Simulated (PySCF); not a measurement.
# AlH2Cl (SMILES [H][Al]([H])[Cl]): FCI/STO-3G

What is the energy change on altering one bond length of AlH2Cl at FCI/STO-3G? The job is set up through a Python script.

The results are computed with PySCF 2.14.0.

9 further runs of the same task are left out: 9 set aside as unsound or not needed.

## Step 1: The system as given

AlH2Cl has 4 atoms, charge 0, and is taken as a singlet. SMILES: `[H][Al]([H])[Cl]`. The shape comes from GFN2-xTB, which is rough for such elements, and wasn't checked as a minimum.

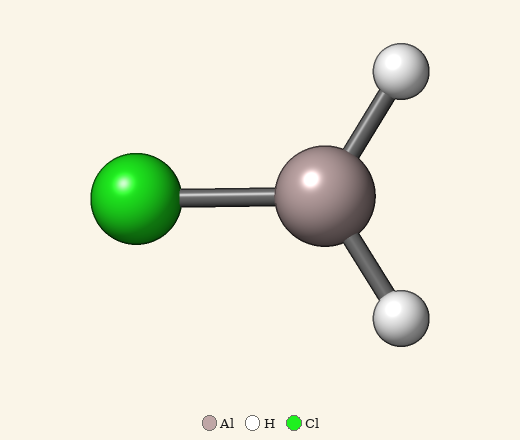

Viewed from a chosen angle; aluminium light grey, hydrogen white, chlorine green.

## Step 2: A single-point energy at FCI/STO-3G

File job.py:

```python
# AlH2Cl
from pyscf import gto, scf, mcscf

molecule = gto.M(
    atom='Al 0.049780 0.082930 -0.002200; H 1.587020 0.109500 0.013310; H -0.651090 1.451440 -0.019500; Cl -0.985710 -1.643880 0.008400',
    max_memory=1860,
    verbose=3,
    basis='sto-3g',
)

mf = scf.RHF(molecule)
mf.conv_tol = 1e-10
mf.kernel()
if not mf.converged:
    mf = mf.newton().run(mf.mo_coeff, mf.mo_occ)

cas = mcscf.CASCI(mf, mf.mo_coeff.shape[-1] - 10, (molecule.nelec[0] - 10, molecule.nelec[1] - 10))  # full CI above the frozen core
cas.fix_spin_(ss=0.0)
cas.kernel()
e_tot = cas.e_tot
print('E = %.10f Eh' % e_tot)
```

Run with:

```sh
$ OMP_NUM_THREADS=1 python job.py
```

Log:

```text
converged SCF energy = -694.830607383862
CASCI E = -694.877386270935  E(CI) = -27.7303119497110  S^2 = 0.0000000
E = -694.8773862709 Eh
```

Run time: 1.1 s. Hardware: 1 thread of Arm Neoverse V2, shared host; peak memory 0.12 GiB.

## Step 3: The distorted shape, same level

File mol.xyz:

```xyz
4
AlClH2
Al    -1.180026     0.061674    -0.014608
H      1.587020     0.109500     0.013310
H     -1.880896     1.430184    -0.031908
Cl    -2.215516    -1.665136    -0.004008
```

File input.py:

```python
from pyscf import gto, scf, mcscf

mol = gto.Mole()
mol.atom = 'mol.xyz'
mol.basis = 'sto-3g'
mol.verbose = 3
mol.max_memory = 1860
mol.charge = 0
mol.build()

mf = scf.RHF(mol)
mf.conv_tol = 1e-10
mf.kernel()
if not mf.converged:
    mf = mf.newton().run(mf.mo_coeff, mf.mo_occ)

cas = mcscf.CASCI(mf, mf.mo_coeff.shape[-1] - 10, (mol.nelec[0] - 10, mol.nelec[1] - 10))  # full CI above the frozen core
cas.fix_spin_(ss=0.0)
cas.kernel()
energy = cas.e_tot
print('E(%s) = %.9f' % ('FCI', energy))
```

Run with:

```sh
$ OMP_NUM_THREADS=1 python input.py
```

Log:

```text
converged SCF energy = -694.585040070099
CASCI E = -694.717313212800  E(CI) = -26.7455563146534  S^2 = 0.0000000
E(FCI) = -694.717313213
```

Wall time 1.1 s (1 thread of Arm Neoverse V2, shared host); peak memory 0.12 GiB.

## Step 4: Results

Level: FCI/STO-3G, 10 core orbitals frozen.

| quantity | value |
| --- | --- |
| first shape: total energy | -694.87739 Eh |
| first shape: dipole moment (Hartree–Fock density) | 2.31 D |
| first shape: HOMO energy (Hartree–Fock orbitals) | -9.39 eV |
| first shape: LUMO energy (Hartree–Fock orbitals) | 7.94 eV |
| first shape: HOMO–LUMO gap (Hartree–Fock orbitals) | 17.34 eV |
| first shape: correlation energy (10 core orbitals frozen) | -46.8 mEh |
| distorted shape: total energy | -694.71731 Eh |
| distorted shape: dipole moment (Hartree–Fock density) | 2.13 D |
| distorted shape: HOMO energy (Hartree–Fock orbitals) | -4.93 eV |
| distorted shape: LUMO energy (Hartree–Fock orbitals) | 4.13 eV |
| distorted shape: HOMO–LUMO gap (Hartree–Fock orbitals) | 9.06 eV |
| distorted shape: correlation energy (10 core orbitals frozen) | -132.3 mEh |
| energy change with the Al1–H2 bond stretched from 1.538 to 2.768 Å | 4.356 eV |

With the Al1–H2 bond stretched from 1.538 to 2.768 Å the energy rises by 4.36 eV (420 kJ/mol). The first shape isn't relaxed at this level, so the change isn't measured from a minimum. The minimal basis adds a large error of its own. Mulliken charges (first shape) of the mean-field density run from -0.50 on Cl4 to +1.00 on Al1; they depend strongly on the basis. Mulliken charges (distorted shape) of the mean-field density run from -0.47 on Cl4 to +0.97 on Al1.
